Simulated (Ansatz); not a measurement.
# Calculations on CH₅OSi

### Relaxation

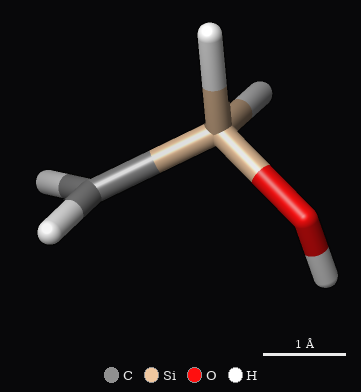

Starting structure of CH5OSi (multiplicity 2) (coarse preliminary run). Style: stick. Shown at a tilt.

All numbers below come from UKS PBE-D4/def2-SVP in Ansatz.

Input
```yaml
crystal:
  periodic: [false, false, false]
  atoms:
    - {symbol: C, position_ang: [-0.832600, 0.490900, -0.744400]}
    - {symbol: Si, position_ang: [0.608400, 0.030500, 0.115300]}
    - {symbol: O, position_ang: [0.204800, -0.738800, 1.516800]}
    - {symbol: H, position_ang: [-0.930900, 0.285900, -1.801000]}
    - {symbol: H, position_ang: [-1.617300, 1.125900, -0.258300]}
    - {symbol: H, position_ang: [1.450100, 1.229300, 0.412500]}
    - {symbol: H, position_ang: [1.396600, -0.911800, -0.724100]}
    - {symbol: H, position_ang: [-0.187000, -1.568900, 1.427300]}
basis:
  gaussian: {orbitals: def2-SVP}
magnetization: {spin_polarized: true, initial_magnetization: 1}
hamiltonian: {xc: pbe, dispersion: d4}
relax: {f_tol: 0.03, max_steps: 250}
```

**Predict the outcome.**

The largest move after the best rigid fit is that of H4, 0.16 Å. By element the largest moves are H 0.16 Å, O 0.13 Å, C 0.07 Å, Si 0.07 Å. Some distances before and after: C1–Si2 1.740 → 1.857 Å, O3–H8 0.922 → 0.973 Å, Si2–O3 1.649 → 1.688 Å, C1–H4 1.081 → 1.104 Å. Among the angles between lasting bonds that change: O3–Si2–H6 110.1° → 103.7°, O3–Si2–H7 108.3° → 112.3°, H4–C1–H5 117.9° → 114.6°. The optimiser took 6 steps. The run took of the order of 30 core-seconds on a shared host.

Final geometry:

```xyz
8

C    -0.8669    0.5232   -0.8015
Si    0.6606   -0.0081    0.1118
O     0.3055   -0.7320    1.5944
H    -0.9923    0.4055   -1.8919
H    -1.7146    1.0166   -0.2922
H     1.5080    1.1757    0.4885
H     1.4548   -0.9182   -0.7947
H    -0.2630   -1.5197    1.5298
```

The end point in the same view:

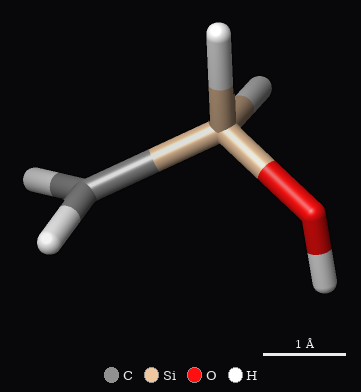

### Relaxation

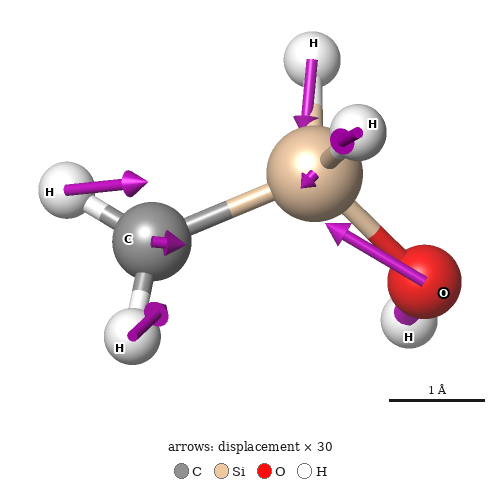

This is a relaxation of CH5OSi (multiplicity 2). The starting structure is drawn; purple arrows show the displacements, magnified 30 times. The two geometries are superimposed by the best rigid fit.

A ball-and-stick model, seen at a tilt.

Method: UKS PBE0-D4/def2-TZVP (Ansatz). Set-up: force threshold 0.005 eV/Å; at most 200 steps.

What happened in the run?

The O atom moves most after the best rigid fit: 0.041 Å. By element the largest moves are O 0.041 Å, H 0.035 Å, C 0.013 Å, Si 0.007 Å. Some distances before and after: O–Si 1.688 → 1.650 Å, H–Si 1.510 → 1.490 Å, C–H 1.105 → 1.087 Å, C–Si 1.857 → 1.840 Å. Bond angles that change, for instance: Si–O–H 114.3° → 117.1°. Over 6 accepted moves (7 points after the start) the energy falls by 4.68 kJ/mol. The largest force component goes from 0.99 to 0.0049 eV/Å. The line search rejected the trial step at point 5 of the run.

### Scan

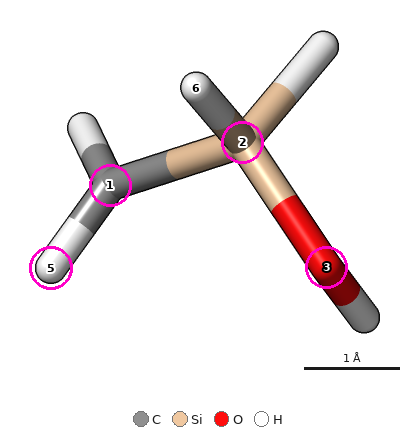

A scan of CH$_{5}$OSi (multiplicity 2): the Si2–O3 distance and the Si2–C1–H5 angle are varied on a grid, with the rest of the molecule carried along rigidly. The picture shows the minimum geometry. The ringed atoms are those of the scanned coordinate. A stick model, seen at a tilt.

Level of theory: CCSD(T) (def2-TZVPP, Ansatz), on geometries moved rigidly from the minimum at PBE0-D4/def2-TZVP. Coupled cluster with a frozen core. Energies are counted from the PBE0-D4/def2-TZVP minimum geometry at the same level.

```xyz
8

C    -0.8615    0.5178   -0.7914
Si    0.6540   -0.0052    0.1111
O     0.3028   -0.7244    1.5544
H    -0.9708    0.4168   -1.8670
H    -1.7031    0.9915   -0.2933
H     1.4956    1.1611    0.4806
H     1.4310   -0.9123   -0.7798
H    -0.2559   -1.5023    1.5294
```

What energies does the calculation give on a grid with rows 1.485, 1.567, 1.686, 1.826, 1.980 and columns 92.5, 107.5, 122.5, 137.5, 152.5 (Si2–O3 distance (Å); Si2–C1–H5 angle (°))?

Answer. Rows: Si2–O3 distance (Å); columns: Si2–C1–H5 angle (°); values in eV.

|  | 92.5 | 107.5 | 122.5 | 137.5 | 152.5 |
| --- | --- | --- | --- | --- | --- |
| 1.485 | 1.056 | 0.726 | 0.622 | 0.748 | 1.104 |
| 1.567 | 0.590 | 0.252 | 0.142 | 0.264 | 0.619 |
| 1.686 | 0.481 | 0.133 | 0.014 | 0.131 | 0.484 |
| 1.826 | 0.831 | 0.473 | 0.346 | 0.456 | 0.805 |
| 1.980 | 1.483 | 1.116 | 0.980 | 1.084 | 1.428 |

In pairs of (Si2–O3 distance (Å); Si2–C1–H5 angle (°)): the lowest computed point lies at (1.686, 122.5) (0.014 eV), the highest at (1.980, 92.5) (1.483 eV).  Over the ranges scanned the energy rises more along the first axis, the Si2–O3 distance.

As a map, interpolated between the computed points (dots):

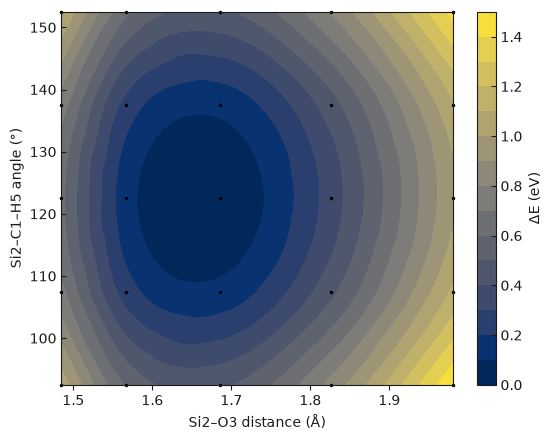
